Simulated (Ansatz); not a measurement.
The parent structure is GaN in the zinc blende structure (space group F-43m, No. 216; a = 4.498 Å). Axes: x, y, z lie along the cube axes.

It is then changed as follows: the cell is stretched by 3.00 % along z with no lateral relaxation, atoms relaxed at fixed cell.

Method: r2SCAN (Ansatz, a first-principles code), no spin-orbit coupling.

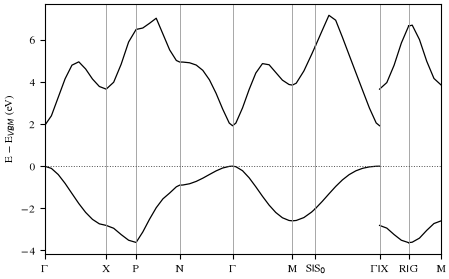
Fig. 1. Highest valence and lowest conduction band along the path of the changed cell's own zone

Problem. Read the changed gap and its character from the plot.

Solution. About 1.9 eV, direct at Γ.

The cells carry an imposed strain or load. Stability against distortions was not tested. This is not the structure that GaN has at room temperature and ambient pressure. k-point labels follow each cell's own Brillouin zone.
